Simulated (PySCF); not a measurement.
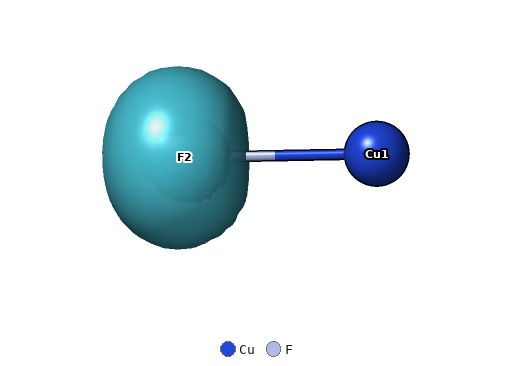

*CuF. Isosurface of the ELF at 0.75 (cyan), seen from one side. Only the valence region is drawn (cores and ρ < 0.01 e/Å³ removed).*

These are results of PySCF, PBE0/cc-pVDZ(-PP), non-relativistic Hamiltonian with scalar-relativistic core potentials where named, at a bond length of 1.738 Å, not measurements.

**Describe the localisation domains.**

The surface consists of one region wrapped around F (its valence shell).

Values along the shortest contacts:
Cu–F (1.74 Å): the ELF peaks at about 0.80 in the valence shell of F, 0.5 Å from its nucleus, and is about 0.15 at the midpoint.
